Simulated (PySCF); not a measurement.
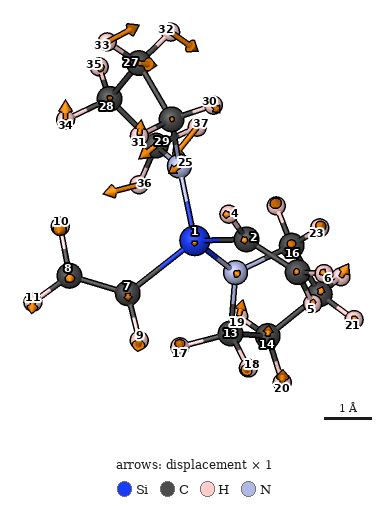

A relaxation of C12H22N2Si. The starting structure is drawn; orange arrows show the displacements, at their true length. The two geometries are superimposed by the best rigid fit.

The picture is a ball-and-stick view, seen from a free direction.

The start comes from GFN2-xTB. Its atoms were then displaced at random by about 0.03 Å.

All numbers below come from PySCF 2.14.0, density-fitted response routines, PBE0-D3(BJ)/def2-SVP geometry optimisation, gas phase. 

Q: Which element moves most?

A: Hydrogen: up to 0.92 Å, against 0.54 Å for carbon.

Q: What happened in the run?

A: After 16 geometry steps the energy has fallen by 39.1 kcal/mol. The largest moves after the best rigid fit, 0.92 Å, are those of H atoms. Largest moves by element: H 0.92 Å, C 0.54 Å, N 0.30 Å, Si 0.14 Å. Some distances before and after: C–H 1.001 → 1.096 Å, C–N 1.388 → 1.458 Å, N–Si 1.797 → 1.733 Å, C–C 1.464 → 1.525 Å. Among the angles between lasting bonds that change: C–Si–N 117.6° → 110.9°, C–N–C 105.0° → 111.1°, N–C–C 109.8° → 104.1°. The run took 8.7 min on 2 threads of AMD EPYC 9R45 96-Core Processor (shared host).
